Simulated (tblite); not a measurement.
# C3H9B3N2: the cost of one run

The runs use tblite 0.8.0 and PySCF 2.14.0, with density-fitted response routines of our own; the level of theory stands in each step. All values are computed, except where a source is named. Atoms are numbered from 0 throughout.

### Step 1. The starting structure

17 atoms, charge 0, multiplicity 1; geometry from: force field or distance geometry start.

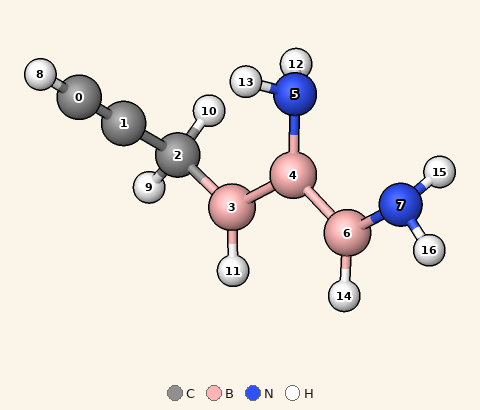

The starting geometry (carbon grey, boron pink, nitrogen blue, hydrogen white), atoms numbered.

### Step 2. Relaxing the molecule with GFN2-xTB

What the job is given:

```
{"job": {"kind": "relax", "xc": "GFN2-xTB", "basis": "xTB"}, "charge": 0, "multiplicity": 1}
C      2.347100     0.968200    -2.126600
C      2.228800     0.213900    -1.206600
C      2.117200    -0.718500    -0.063400
B      0.587600    -1.142600     0.118200
B     -0.580500    -0.076300     0.652600
N     -0.256000     1.395400     0.868500
B     -2.145400    -0.593700     0.811700
N     -3.234100     0.385000     1.225100
H      2.434800     1.636600    -2.939500
H      2.718000    -1.617700    -0.264700
H      2.477400    -0.228500     0.855800
H      0.288700    -2.286900    -0.026200
H      0.606300     1.446400     1.468600
H     -0.013600     1.809700    -0.061600
H     -2.417400    -1.717200     0.590500
H     -3.031800     0.692100     2.208000
H     -4.134100    -0.153700     1.266200
```

The run is started by

```console
$ OMP_NUM_THREADS=1 python probes_run.py task.json out
```

One launch serves the whole session: the jobs run in the order shown.

**Question.** How long does this first job take on 1 thread of Arm Neoverse V1, shared host, and how much memory does it need?

About 1.3 s, with a peak of 0.18 GiB.
